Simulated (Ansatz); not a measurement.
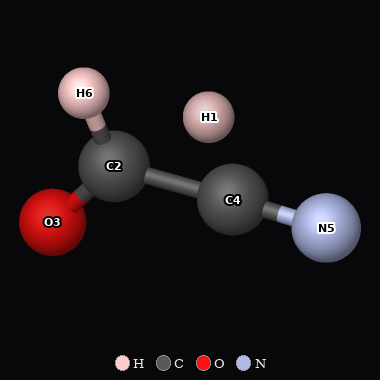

The system is the reacting system C₂H₂NO, spin multiplicity 2; the picture shows the reference structure. The first coordinate is: distance H1–C4 (bond that forms); the second: distance H1–C2 (bond that breaks). Relaxed at each point: all other coordinates. Grid: 8 × 8 points. At 5 points there is no value. Points are written as (first, second). Energies: kJ/mol, counted from a guessed transition structure relaxed with its forming and breaking bonds held. Theory: UKS r2SCAN0-D4/def2-SVP in Ansatz.

Its coordinates:

```
atom    x (Å)    y (Å)    z (Å)
   H  -0.6499  -0.7004   0.3767
   C   0.5842  -0.2588  -0.1126
   O   0.8998  -0.8088  -1.1674
   C  -0.5688   0.6446   0.0050
   N  -1.4613   1.4032   0.0918
   H   1.1959  -0.2800   0.8065
```

Range: distance H1–C4 (bond that forms) from 0.963 to 2.463 Å; distance H1–C2 (bond that breaks) from 0.963 to 2.463 Å.

> Predict the map.

The lowest grid point is at (1.095 Å, 2.200 Å), −165 kJ/mol from a guessed transition structure relaxed with its forming and breaking bonds held. Other grid points that lie below all their neighbours: (2.200 Å, 1.095 Å) (29 kJ/mol higher). The highest grid point, (0.963 Å, 0.963 Å), lies 476 kJ/mol above the lowest.

```
second ↓, first →  0.963  1.095  1.276  1.483  1.708  1.948  2.200  2.463
            2.463    −81   −146   −130    −61     −6      –      –      –
            2.200   −122   −165   −126    −51     −4      9      8      –
            1.948   −108   −135    −95    −30      5     12     10      –
            1.708    −50    −84    −53     −7     11      8      0     −2
            1.483     24    −20    −12      2     −5    −25    −41    −38
            1.276    111     44     10    −19    −57    −92   −109    −89
            1.095    203    104     28    −35    −91   −130   −136    −85
            0.963    310    189     88      6    −58    −95    −82     −4
```

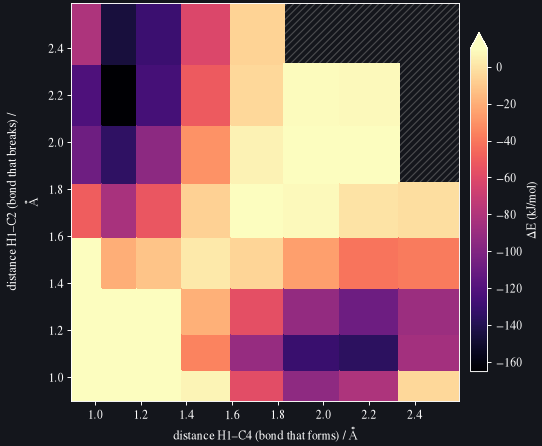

Drawn: one coloured cell a grid point, one colour for all values above the top of the scale, hatched blanks where no value was computed.

Each point was launched as `ansatz run input.yaml --threads 1 --pin off --max-ram 2560MiB --backend cpu --events-out ev --progress --plain --runs-dir out`. Time for the 59 points that were run: 51 min on 1 thread of Arm Neoverse V1, with other jobs on the host.
